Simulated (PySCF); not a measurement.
Pb(I)(SiH3), H3IPbSi, SMILES [SiH3][Pb][I] at its PBE0/def2-SVP optimised geometry (Å):

```
6

Pb    -1.6661    -0.7268     0.0000
I     -1.6800     2.1076     0.0000
Si     1.0894    -0.7268     0.0000
H      1.6800    -2.1076    -0.0079
H      1.6022    -0.0210     1.2189
H      1.6042    -0.0069    -1.2096
```

Computed with PBE0/def2-TZVP, def2 effective core potentials past Kr run with PySCF 2.14.0. The core electrons that the potentials of I, Pb replace are not part of the density. Cells within 0.4 Å of a nucleus heavier than hydrogen are left out (blank, or x).

Map of the log10 of the electron density (e/bohr³), floored at −4 on the plane z = 0.0 Å:

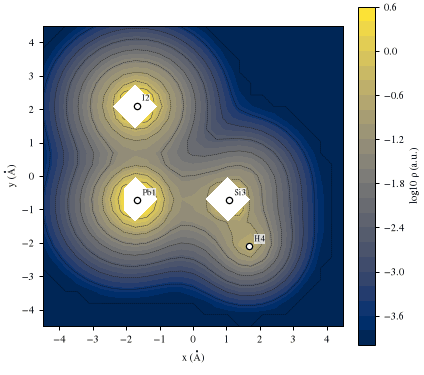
Fig. 1. Log10 of the electron density (e/bohr³), floored at −4 on the plane z = 0.0 Å.
